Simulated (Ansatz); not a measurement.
F$_{3}$HSi···SiH$_{4}$

The calculation's input:

```
crystal:
  periodic: [false, false, false]
  atoms:
    - { symbol: Si, position_ang: [-0.422405, 0.193047, -0.47045] }
    - { symbol: Si, position_ang: [-0.247566, -0.180789, 2.938056] }
    - { symbol: H, position_ang: [-0.904412, -0.744004, 4.165896] }
    - { symbol: H, position_ang: [0.955597, -1.004051, 2.591902] }
    - { symbol: H, position_ang: [0.135944, 1.246233, 3.192384] }
    - { symbol: F, position_ang: [0.920102, 0.658807, 0.312327] }
    - { symbol: F, position_ang: [-0.324757, 0.79846, -1.970099] }
    - { symbol: F, position_ang: [-0.399087, -1.420077, -0.586633] }
    - { symbol: H, position_ang: [-1.629235, 0.662386, 0.214677] }
    - { symbol: H, position_ang: [-1.216782, -0.200012, 1.825439] }
basis:
  gaussian: { orbitals: def2-SVP }
hamiltonian:
  xc: pbe
relax:
  f_tol: 0.03
  max_steps: 50
output:
  orbitals: {}
```

Command:

```sh
ansatz run input.yaml --threads 2 --pin off --max-ram 3072MiB --backend cpu --events-out ev --progress --plain --runs-dir out
```

The fields are those of the run's last geometry, not of the input's.

The calculation used Ansatz 0.2.0, RKS PBE/def2-SVP.

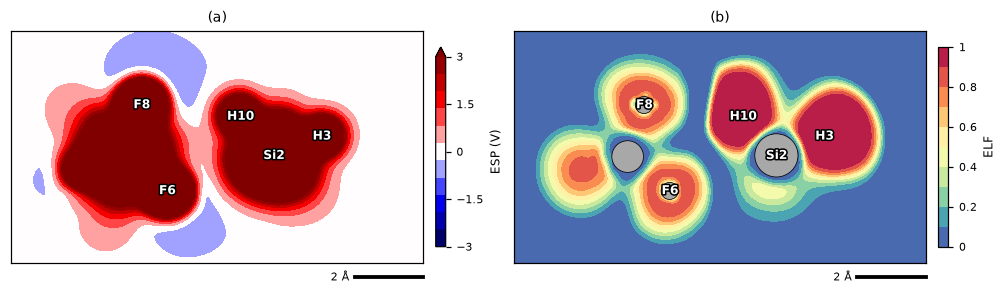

Figure 1. (a) molecular electrostatic potential; (b) ELF on the plane of atoms H3, Si2 and H10. Grey discs cover the atomic cores in the ELF map.

Q: Read the bonding off the picture.

A:
- The section cuts through Si, H and F sites.
- Si2···F6 (3.29 Å): the ELF dips to about 0 between them; a non-bonded, intermolecular contact.
- Si–H (1.50 Å): the ELF climbs to about 1 towards the hydrogen, as it does in any bond to H.
- The ELF also peaks beside F6, F7 and F8, away from the bonds: lone-pair regions.
- Outside the dense part of the complex the potential is most negative (−0.6 V) near F8.

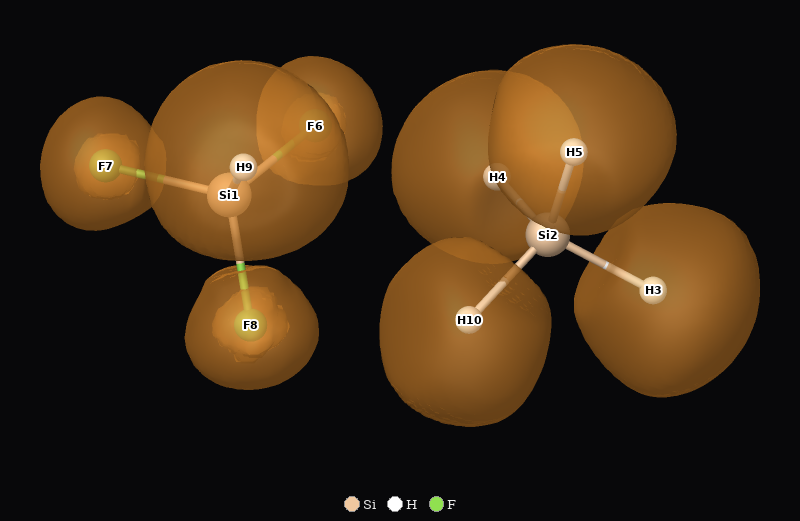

Figure 2. Isosurface of the ELF at 0.75 (orange), seen at a tilt. Only the valence region is drawn (cores and ρ < 0.01 e/Å³ removed).

Q: Describe the localisation domains.

A: At this value the surface marks out five regions around hydrogen nuclei and three regions wrapped around F (its lone pairs, merged into a ring or cap).


 Si–F (1.61 Å): the ELF peaks at about 0.85 in the valence shell of F, 0.6 Å from its nucleus, and is about 0.50 at the midpoint.

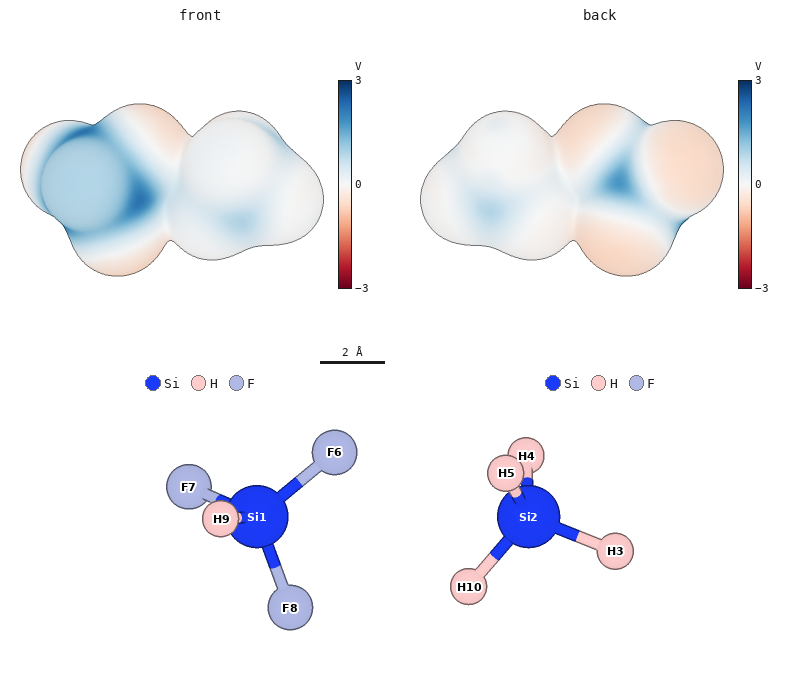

Figure 3. The molecular electrostatic potential painted on the density surface at 0.002 e/bohr³, seen from the front and from behind; the colour scale runs from red (negative) to blue (positive). The bare structure is drawn below in the same view.

Q: Where is the surface potential most negative and most positive?

A: The most negative region (about −0.6 V) lies over F7 and F8, the most positive (about +2.1 V) over Si1.

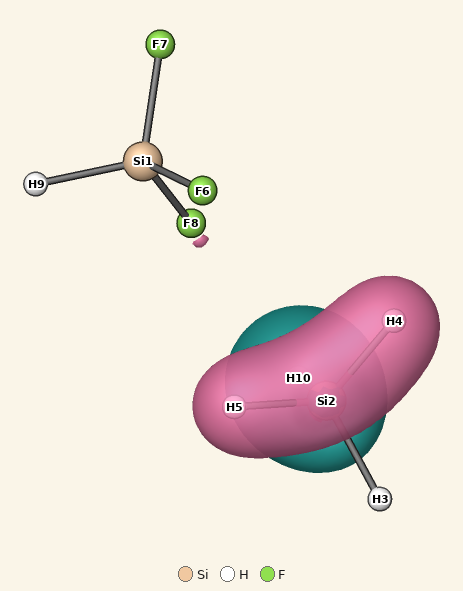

Figure 4. The HOMO−1 at ±0.15 Å⁻³ᐟ² (teal and pink are the two phases), seen at an oblique angle.

Q: Where does this orbital lie, and at what energy?

A: By Hirshfeld shares it lies mainly on Si2 (about 45 %), H10 (about 35 %), H4 (about 10 %) and H5 (about 10 %). Its energy is −8.30 eV.
